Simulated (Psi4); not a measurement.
# MN15/def2-SVP (sweep point 1) run of SiNH4F (SMILES N[SiH2]F)

Aim: the vertical singlet–triplet gap of SiNH4F at MN15/def2-SVP (sweep point 1), from 2 runs. 

The calculation is run with Psi4 1.11.

## 1. Starting point

The species is SiNH4F (7 atoms), meant as a singlet with charge 0. SMILES: `N[SiH2]F`. The coordinates come from a PBE0-D4/def2-TZVP relaxation. This is one conformer, not always the lowest.

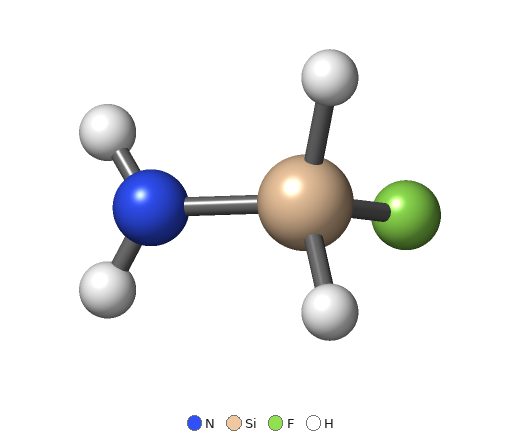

The structure, seen from a chosen angle (nitrogen blue, silicon light orange, fluorine green, hydrogen white).

## 2. A single-point energy at MN15/def2-SVP (sweep point 1)

The input, calc.in:

```
memory 1.6 GB

molecule {
  0 1
  N     -0.761500     0.339000    -0.625200
  Si     0.531100    -0.115700     0.373400
  F      0.515100    -1.653900     0.829800
  H     -0.786600     0.105100    -1.603600
  H     -1.682200     0.513500    -0.258400
  H      0.455900     0.676200     1.620700
  H      1.789400     0.068000    -0.382300
  units angstrom
  symmetry c1
}

set {
  basis def2-SVP
  puream true
  scf_type pk
  dft_radial_points 99
  dft_spherical_points 590
}

result, w = energy("mn15", return_wfn=True)
```

Started as:

```console
$ psi4 calc.in calc.out -n 1
```

calc.out:

```text
[...]
  Running in c1 symmetry.
[...]
  Nuclear repulsion =  118.587946664010346
[...]
  Multiplicity = 1
[...]
  Nalpha       = 17
  Nbeta        = 17
[...]
    Number of basis functions: 66
[...]
   @RKS iter   1:  -445.85058416357617   -2.95686e-01   1.10548e-02 ADIIS/DIIS
[...]
   @RKS iter   8:  -446.06676672787972   -7.45104e-09   2.43807e-07 DIIS
[...]
    Orbital Energies [Eh]
    ---------------------
    Doubly Occupied:
       1A    -65.293313     2A    -24.245614     3A    -14.088579
       4A     -5.195588     5A     -3.721772     6A     -3.719150
       7A     -3.718448     8A     -1.177929     9A     -0.889698
      10A     -0.589307    11A     -0.543706    12A     -0.503947
      13A     -0.481844    14A     -0.477411    15A     -0.408197
      16A     -0.362258    17A     -0.323231
[...]
  @RKS Final Energy:  -446.06676672787972
   => Energetics <=
    Nuclear Repulsion Energy =            118.5879466640103459
    One-Electron Energy =                -853.1997851692502763
    Two-Electron Energy =                 311.1825675612615782
    DFT Exchange-Correlation Energy =     -22.6374957839013717
    Empirical Dispersion Energy =           0.0000000000000000
    VV10 Nonlocal Energy =                  0.0000000000000000
    Total Energy =                       -446.0667667278797239
[...]
 Multipole Moments:
 ------------------------------------------------------------------------------------
     Multipole            Electronic (a.u.)      Nuclear  (a.u.)        Total (a.u.)
 ------------------------------------------------------------------------------------
 L = 1.  Multiply by 2.5417464519 to convert [e a0] to [Debye]
 Dipole X            :          0.7316928           -1.2795139           -0.5478211
 Dipole Y            :         -3.6908487            4.0745897            0.3837410
 Dipole Z            :          1.6074776           -2.0888265           -0.4813488
 Magnitude           :                                                    0.8240520
[...]
```

Run time: 9.9 s. Hardware: 1 thread of AMD EPYC 9R45 (Zen 5), shared host; peak memory 1 GiB.

## 3. The triplet, same level

The input, calc.in:

```
memory 1.6 GB

molecule system {
  0 3
  N     -0.761500     0.339000    -0.625200
  Si     0.531100    -0.115700     0.373400
  F      0.515100    -1.653900     0.829800
  H     -0.786600     0.105100    -1.603600
  H     -1.682200     0.513500    -0.258400
  H      0.455900     0.676200     1.620700
  H      1.789400     0.068000    -0.382300
  symmetry c1
}

set globals {
  basis                def2-SVP
  reference            uks
  puream               true
  scf_type             pk
  dft_radial_points    99
  dft_spherical_points 590
  maxiter              150
}

energy('mn15')
print_variables()
```

Started as:

```console
$ psi4 -i calc.in -o calc.out -n 1
```

calc.out:

```text
[...]
  Running in c1 symmetry.
[...]
  Nuclear repulsion =  118.587946664010346
[...]
  Multiplicity = 3
[...]
  Nalpha       = 18
  Nbeta        = 16
[...]
    Number of basis functions: 66
[...]
   @UKS iter   1:  -445.45392336210398    1.00975e-01   1.20184e-02 DIIS/ADIIS
[...]
   @UKS iter  15:  -445.79541834542840   -9.76831e-09   4.24065e-07 DIIS
[...]
   @S^2 Observed:                2.001805009E+00
[...]
    Orbital Energies [Eh]
    ---------------------
    Alpha Occupied:
       1A    -65.326632     2A    -24.268271     3A    -14.227293
       4A     -5.230375     5A     -3.757205     6A     -3.754467
       7A     -3.751607     8A     -1.199772     9A     -1.029436
      10A     -0.662434    11A     -0.654149    12A     -0.559115
      13A     -0.523015    14A     -0.498998    15A     -0.472261
      16A     -0.446529    17A     -0.383525    18A     -0.077378
    Alpha Virtual:
      19A      0.049024    20A      0.080512    21A      0.095227
      22A      0.101947    23A      0.134308    24A      0.211556
      25A      0.323738    26A      0.386318    27A      0.404692
[...]
  @UKS Final Energy:  -445.79541834542840
   => Energetics <=
    Nuclear Repulsion Energy =            118.5879466640103459
    One-Electron Energy =                -851.2717351734410158
    Two-Electron Energy =                 309.4545376368367329
    DFT Exchange-Correlation Energy =     -22.5661674728344579
    Empirical Dispersion Energy =           0.0000000000000000
    VV10 Nonlocal Energy =                  0.0000000000000000
    Total Energy =                       -445.7954183454284021
[...]
 Multipole Moments:
 ------------------------------------------------------------------------------------
     Multipole            Electronic (a.u.)      Nuclear  (a.u.)        Total (a.u.)
 ------------------------------------------------------------------------------------
 L = 1.  Multiply by 2.5417464519 to convert [e a0] to [Debye]
 Dipole X            :          1.2215190           -1.2795139           -0.0579949
 Dipole Y            :         -3.3708307            4.0745897            0.7037591
 Dipole Z            :          1.8363706           -2.0888265           -0.2524558
 Magnitude           :                                                    0.7499161
[...]
```

Wall time 27 s (1 thread of AMD EPYC 9R45 (Zen 5), shared host); peak memory 1 GiB.

## 4. Outcome

Level: MN15/def2-SVP (sweep point 1).

```
                                        quantity          value
                           singlet: total energy  -446.06677 Eh
                          singlet: dipole moment         2.09 D
                            singlet: HOMO energy       -8.80 eV
                            singlet: LUMO energy        2.15 eV
                          singlet: HOMO–LUMO gap       10.95 eV
                           triplet: total energy  -445.79542 Eh
                          triplet: dipole moment         1.91 D
     triplet: HOMO energy (highest over α and β)       -2.11 eV
                                   triplet: ⟨S²⟩          2.002
vertical energy of the triplet above the singlet       7.384 eV
```

What this shows: At this shape the triplet lies 7.38 eV (170 kcal/mol) above the singlet.
